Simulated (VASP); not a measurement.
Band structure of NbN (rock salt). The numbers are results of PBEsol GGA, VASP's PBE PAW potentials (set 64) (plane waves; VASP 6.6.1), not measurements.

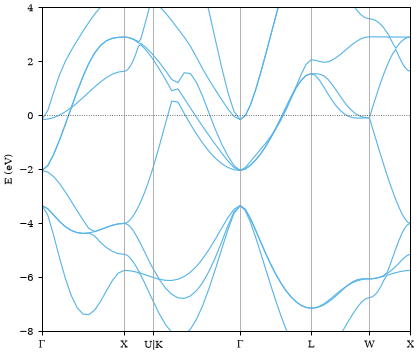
Fig. 1. Bands along high-symmetry lines, zero at the valence-band maximum or, without a gap, the Fermi level

### Question
Read the plot: is there a gap, and where are the band edges?

### Answer
It has no gap at this level: it comes out as a metal or semimetal. (Edges off the drawn lines would not show.)

The compound is NbN in the rock salt structure, the cubic δ form, which competes with hexagonal ones. It was relaxed first.
